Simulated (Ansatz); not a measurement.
## Cu2H2 (charge +1): geometry relaxation

Cu2H2, charge +1, multiplicity 2, computed with UKS r2SCAN-D4/def2-TZVP (Ansatz 0.2.0).

The geometry: GFN1-xTB start. Figures and captions count atoms from 1; the log counts them from 0 in places.

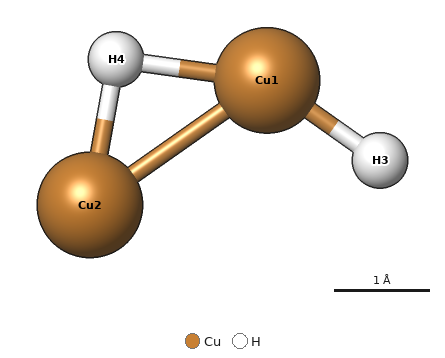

Figure 1. The input geometry (ball-and-stick view, seen at a tilt; atoms are numbered from 1 in the order of the input). Sticks mark near contacts. Bond lengths as drawn: Cu–Cu 2.28 Å and Cu–H 1.46 to 1.61 Å.

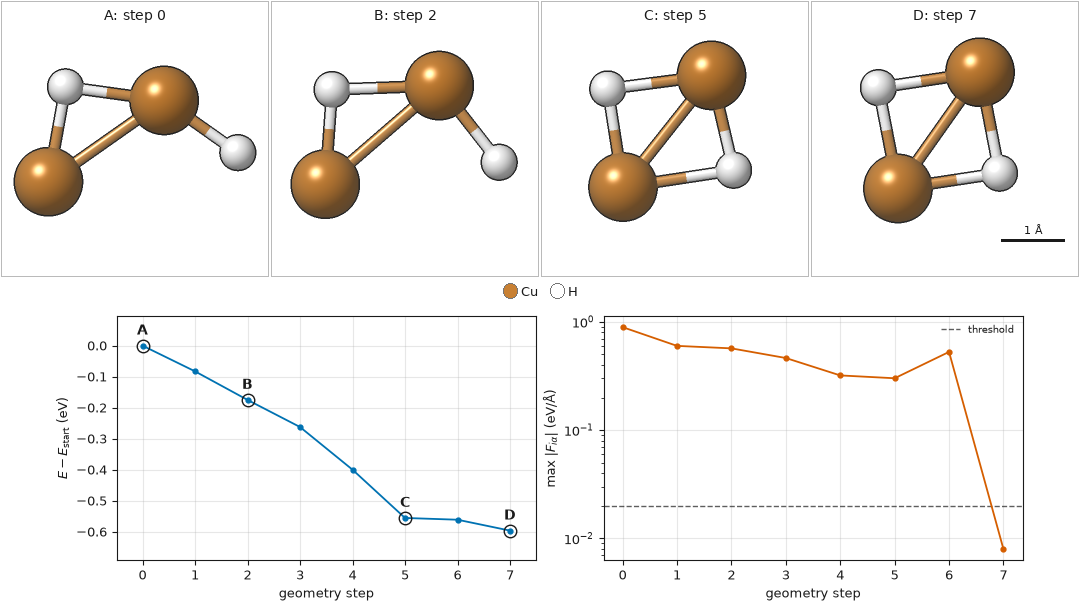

Figure 2. Frames of the relaxation (ball-and-stick view, seen at a tilt) above the curves, on which the letters mark them (the first geometry is step 0 here and step 1 in the log).

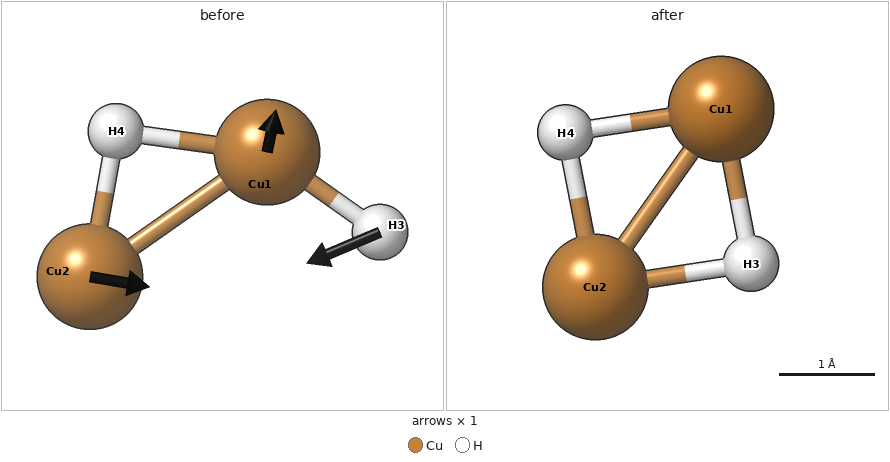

Figure 3. Before (left) and after (right) the relaxation, at one scale (ball-and-stick view, seen at a tilt). The black arrows give the displacements, at true length. After 7 geometry steps the energy has fallen by 0.596 eV. Largest force component: 0.89 eV/Å at the start, 0.008 eV/Å at the end. H3 moves most after the best rigid fit: 0.85 Å. Largest moves by element: H 0.85 Å, Cu 0.65 Å. Among the contacts that change: Cu2–H3 3.091 → 1.656 Å, Cu1–H3 1.457 → 1.658 Å, Cu2–H4 1.556 → 1.658 Å, Cu1–H4 1.605 → 1.657 Å. New bonds form: Cu2–H3 (3.09 → 1.66 Å). Among the angles that change: Cu2–Cu1–H3 109.6° → 46.1°, H3–Cu1–H4 152.6° → 92.3°, Cu1–H4–Cu2 92.3° → 87.7°. (Atoms are counted from 1 in the order of the input.)

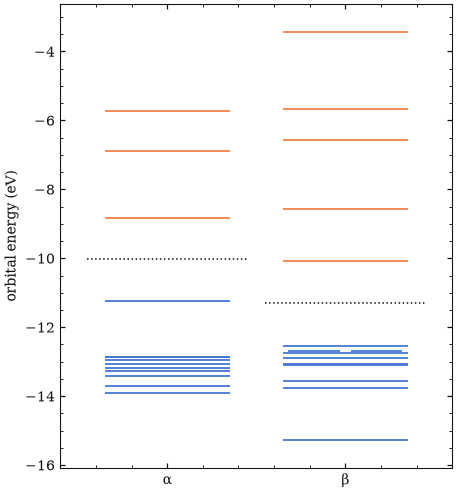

Figure 4. Orbital energies near the frontier for α and β spins; the dotted line parts filled from empty levels, and levels within 0.02 eV of each other stand side by side. α: highest filled −11.23 eV, lowest empty −8.83 eV, 2.40 eV apart; β: highest filled −12.54 eV, lowest empty −10.07 eV, 2.47 eV apart.

The input that produced these results follows, with the program's output.

Input file
```yaml
crystal:
  periodic: [false, false, false]
  atoms:
    - {symbol: Cu, position_ang: [-0.531600, 0.010130, 0.521490]}
    - {symbol: Cu, position_ang: [1.025990, -0.215600, -1.128550]}
    - {symbol: H, position_ang: [-0.415910, 1.331760, 1.124930]}
    - {symbol: H, position_ang: [-0.078480, -1.126290, -0.517860]}
basis:
  gaussian: {orbitals: def2-TZVP}
total_charge: 1
magnetization: {spin_polarized: true, initial_magnetization: 1}
hamiltonian: {xc: r2scan, dispersion: d4}
scf: {omitted_lower_state_checks: [starts]}
output: {orbitals: {seedname: orbitals}}
relax: {f_tol: 0.02, max_steps: 100}
```

Command:
```bash
ansatz run in.yaml --threads 2 --pin off --events-out ev --progress --plain --max-ram 4352MiB
```

Log
```
Functional definition: r2SCAN
  name "r2SCAN"
  cite "Furness, Kaplan, Ning, Perdew & Sun, J. Phys. Chem. Lett. 11, 8208 (2020) doi:10.1021/acs.jpclett.0c02405"
  cite "Furness, Kaplan, Ning, Perdew & Sun, J. Phys. Chem. Lett. 11, 9248 (2020) doi:10.1021/acs.jpclett.0c03077"
  parent r2scan
  parameter k0 = 0.174
  parameter k1 = 0.065
  parameter a1 = 4.9479
  exchange = r2scan_x(k0 = k0, k1 = k1, a1 = a1)
  correlation = r2scan_c
these checks for a lower state are left out or cut short: starts
994 factors; their error is unknown
mean field evaluation 1: about -89271.9815 eV, gradient 1.4e2 eV
mean field evaluation 2: about -87787.7581 eV, gradient 6.1e2 eV
mean field evaluation 4: about -89280.7723 eV, gradient 1.0e2 eV
mean field evaluation 8: about -89304.8802 eV, gradient 3.7e0 eV
mean field evaluation 16: about -89304.8529 eV, gradient 4.0e-3 eV
mean field -89304.85288539 eV, -3281.8928105347 hartree, gradient 6.7e-5 eV, S^2 0.756881; 0 other end points of the search recorded, 0 dependent functions left out
the calculation of the forces begins
reference -89304.85290246 eV, -3281.8928111620 hartree; 30, 29 occupied and 72, 73 virtual orbitals, 994 factors
relax step   1: F+E_penalty+E_count = -89304.86310719 eV  Δ(F+E_penalty+E_count) = +0.000e0 eV  max|allowed force component| = 8.930e-1 eV/Å  Δτ_max = 0.0000 Å  (35 SCF iters, accepted)
these checks for a lower state are left out or cut short: starts, cluster_reference, orbital_swaps, neighbouring_geometries, increment
994 factors; their error is unknown
mean field -89304.93569295 eV, -3281.8958536563 hartree, gradient 1.9e-5 eV, S^2 0.756868; 0 other end points of the search recorded, 0 dependent functions left out
the calculation of the forces begins
reference -89304.93570901 eV, -3281.8958542465 hartree; 30, 29 occupied and 72, 73 virtual orbitals, 994 factors
relax step   2: F+E_penalty+E_count = -89304.94595734 eV  Δ(F+E_penalty+E_count) = -8.285e-2 eV  max|allowed force component| = 5.996e-1 eV/Å  Δτ_max = 0.0599 Å  (39 SCF iters, accepted)
these checks for a lower state are left out or cut short: starts, cluster_reference, orbital_swaps, neighbouring_geometries, increment
994 factors; their error is unknown
mean field evaluation 32: about -89305.0275 eV, gradient 7.4e-2 eV
mean field -89305.02758183 eV, -3281.8992305104 hartree, gradient 2.1e-5 eV, S^2 0.757387; 0 other end points of the search recorded, 0 dependent functions left out
the calculation of the forces begins
reference -89305.02759736 eV, -3281.8992310813 hartree; 30, 29 occupied and 72, 73 virtual orbitals, 994 factors
relax step   3: F+E_penalty+E_count = -89305.03803449 eV  Δ(F+E_penalty+E_count) = -9.208e-2 eV  max|allowed force component| = 5.687e-1 eV/Å  Δτ_max = 0.1938 Å  (42 SCF iters, accepted)
these checks for a lower state are left out or cut short: starts, cluster_reference, orbital_swaps, neighbouring_geometries, increment
994 factors; their error is unknown
mean field -89305.11486857 eV, -3281.9024382391 hartree, gradient 2.6e-5 eV, S^2 0.756980; 0 other end points of the search recorded, 0 dependent functions left out
the calculation of the forces begins
reference -89305.11488421 eV, -3281.9024388135 hartree; 30, 29 occupied and 72, 73 virtual orbitals, 994 factors
relax step   4: F+E_penalty+E_count = -89305.12541167 eV  Δ(F+E_penalty+E_count) = -8.738e-2 eV  max|allowed force component| = 4.633e-1 eV/Å  Δτ_max = 0.1937 Å  (39 SCF iters, accepted)
these checks for a lower state are left out or cut short: starts, cluster_reference, orbital_swaps, neighbouring_geometries, increment
994 factors; their error is unknown
mean field -89305.25237970 eV, -3281.9074916799 hartree, gradient 2.6e-5 eV, S^2 0.756093; 0 other end points of the search recorded, 0 dependent functions left out
the calculation of the forces begins
reference -89305.25239538 eV, -3281.9074922560 hartree; 30, 29 occupied and 72, 73 virtual orbitals, 994 factors
relax step   5: F+E_penalty+E_count = -89305.26297076 eV  Δ(F+E_penalty+E_count) = -1.376e-1 eV  max|allowed force component| = 3.200e-1 eV/Å  Δτ_max = 0.1949 Å  (37 SCF iters, accepted)
these checks for a lower state are left out or cut short: starts, cluster_reference, orbital_swaps, neighbouring_geometries, increment
994 factors; their error is unknown
mean field -89305.40802718 eV, -3281.9132116192 hartree, gradient 3.3e-5 eV, S^2 0.755135; 0 other end points of the search recorded, 0 dependent functions left out
the calculation of the forces begins
reference -89305.40804289 eV, -3281.9132121965 hartree; 30, 29 occupied and 72, 73 virtual orbitals, 994 factors
relax step   6: F+E_penalty+E_count = -89305.41856671 eV  Δ(F+E_penalty+E_count) = -1.556e-1 eV  max|allowed force component| = 3.012e-1 eV/Å  Δτ_max = 0.1938 Å  (37 SCF iters, accepted)
these checks for a lower state are left out or cut short: starts, cluster_reference, orbital_swaps, neighbouring_geometries, increment
994 factors; their error is unknown
mean field -89305.41371539 eV, -3281.9134206570 hartree, gradient 3.4e-5 eV, S^2 0.754862; 0 other end points of the search recorded, 0 dependent functions left out
the calculation of the forces begins
reference -89305.41373113 eV, -3281.9134212354 hartree; 30, 29 occupied and 72, 73 virtual orbitals, 994 factors
relax step   7: F+E_penalty+E_count = -89305.42422577 eV  Δ(F+E_penalty+E_count) = -5.659e-3 eV  max|allowed force component| = 5.274e-1 eV/Å  Δτ_max = 0.1403 Å  (37 SCF iters, accepted)
these checks for a lower state are left out or cut short: starts, cluster_reference, orbital_swaps, neighbouring_geometries, increment
994 factors; their error is unknown
mean field evaluation 64: about -89305.4489 eV, gradient 1.8e-4 eV
mean field -89305.44888333 eV, -3281.9147130549 hartree, gradient 1.1e-5 eV, S^2 0.755052; 0 other end points of the search recorded, 0 dependent functions left out
the calculation of the forces begins
reference -89305.44889905 eV, -3281.9147136327 hartree; 30, 29 occupied and 72, 73 virtual orbitals, 994 factors
relax step   8: F+E_penalty+E_count = -89305.45938306 eV  Δ(F+E_penalty+E_count) = -3.516e-2 eV  max|allowed force component| = 7.973e-3 eV/Å  Δτ_max = 0.0601 Å  (37 SCF iters, accepted)
these checks for a lower state are left out or cut short: starts
994 factors; their error is unknown
mean field -89305.44888333 eV, -3281.9147130549 hartree, gradient 1.1e-5 eV, S^2 0.755052; 0 other end points of the search recorded, 0 dependent functions left out
the calculation of the forces begins
reference -89305.44889905 eV, -3281.9147136327 hartree; 30, 29 occupied and 72, 73 virtual orbitals, 994 factors
Total energy: -89305.45939878 eV, -3281.9150994906 hartree
Atom 0 at    -0.864366    -0.252829     0.712096 Å, force    -0.004694    -0.000877     0.003873 eV/Å
Atom 1 at     0.864190     0.252958    -0.711501 Å, force     0.006913    -0.001763    -0.007973 eV/Å
Atom 2 at     0.089315     1.085676     0.492277 Å, force    -0.002492     0.005237     0.005496 eV/Å
Atom 3 at    -0.089139    -1.085805    -0.492862 Å, force     0.000273    -0.002596    -0.001397 eV/Å
Dipole moment:    -0.000068    -0.000042     0.000163 e Å
Checks for a lower state left out: starts
```

Trajectory as extended XYZ (Å, eV, eV/Å), 8 frames, from step=1 to step=8
```
4
Properties=species:S:1:pos:R:3:forces:R:3 step=1 energy=-89304.86311
Cu   -0.5316    0.0101    0.5215   -0.8930  -0.2653   0.7187
Cu    1.0260   -0.2156   -1.1285    0.3013  -0.1026  -0.3484
H    -0.4159    1.3318    1.1249    0.2183   0.6246   0.1275
H    -0.0785   -1.1263   -0.5179    0.3734  -0.2567  -0.4979
4
Properties=species:S:1:pos:R:3:forces:R:3 step=2 energy=-89304.94596
Cu   -0.5771   -0.0133    0.5527   -0.5996  -0.2095   0.4667
Cu    1.0255   -0.2017   -1.1204    0.1676  -0.0188  -0.1726
H    -0.3860    1.3498    1.1056    0.2061   0.2823  -0.0467
H    -0.0625   -1.1348   -0.5378    0.2259  -0.0540  -0.2475
4
Properties=species:S:1:pos:R:3:forces:R:3 step=3 energy=-89305.03803
Cu   -0.7217   -0.1051    0.6433    0.2554   0.2946  -0.0845
Cu    1.0106   -0.1212   -1.0618   -0.0696   0.1645   0.1574
H    -0.2598    1.3555    0.9855   -0.0375  -0.5687  -0.2736
H    -0.0291   -1.1292   -0.5670   -0.1483   0.1096   0.2008
4
Properties=species:S:1:pos:R:3:forces:R:3 step=4 energy=-89305.12541
Cu   -0.7805   -0.1523    0.6787    0.3261   0.2266  -0.1925
Cu    0.9768   -0.0221   -0.9731   -0.1305   0.2398   0.2579
H    -0.1596    1.2740    0.8412   -0.0155  -0.4633  -0.2373
H    -0.0367   -1.0996   -0.5468   -0.1801  -0.0031   0.1718
4
Properties=species:S:1:pos:R:3:forces:R:3 step=5 energy=-89305.26297
Cu   -0.8060   -0.1822    0.6905    0.0123  -0.0346  -0.0284
Cu    0.9285    0.0856   -0.8660   -0.1214   0.3200   0.2919
H    -0.0669    1.1799    0.6978    0.2093  -0.1819  -0.3046
H    -0.0556   -1.0834   -0.5222   -0.1002  -0.1036   0.0412
4
Properties=species:S:1:pos:R:3:forces:R:3 step=6 energy=-89305.41857
Cu   -0.8406   -0.2079    0.7126   -0.1849  -0.2456   0.0502
Cu    0.8787    0.1934   -0.7581   -0.0318   0.2684   0.1748
H     0.0291    1.0913    0.5546    0.3012   0.0858  -0.2497
H    -0.0672   -1.0769   -0.5092   -0.0846  -0.1085   0.0247
4
Properties=species:S:1:pos:R:3:forces:R:3 step=7 energy=-89305.42423
Cu   -0.8765   -0.2486    0.7248   -0.0673  -0.1709  -0.0235
Cu    0.8455    0.2811   -0.6797    0.3732  -0.3043  -0.5274
H     0.1136    1.0496    0.4507   -0.2376   0.4742   0.4854
H    -0.0827   -1.0822   -0.4958   -0.0684   0.0010   0.0655
4
Properties=species:S:1:pos:R:3:forces:R:3 step=8 energy=-89305.45938
Cu   -0.8644   -0.2528    0.7121   -0.0047  -0.0009   0.0039
Cu    0.8642    0.2530   -0.7115    0.0069  -0.0018  -0.0080
H     0.0893    1.0857    0.4923   -0.0025   0.0052   0.0055
H    -0.0891   -1.0858   -0.4929    0.0003  -0.0026  -0.0014
```

Results in brief

```csv
quantity,value
outcome,converged
total energy,−89305.4594 eV
mean-field energy,−89305.4489 eV
dispersion energy,−0.0105 eV
⟨S²⟩,0.755
SCF solution under orbital rotations,stable
HOMO (either spin),−11.23 eV
LUMO (either spin),−10.07 eV
largest force (length of the vector) at the end,0.011 eV/Å
hardware,"2 threads of Arm Neoverse V2, 23 GiB of memory available, shared host"
wall time,42 s (CPU time 82 s)
peak memory,0.23 GiB
```
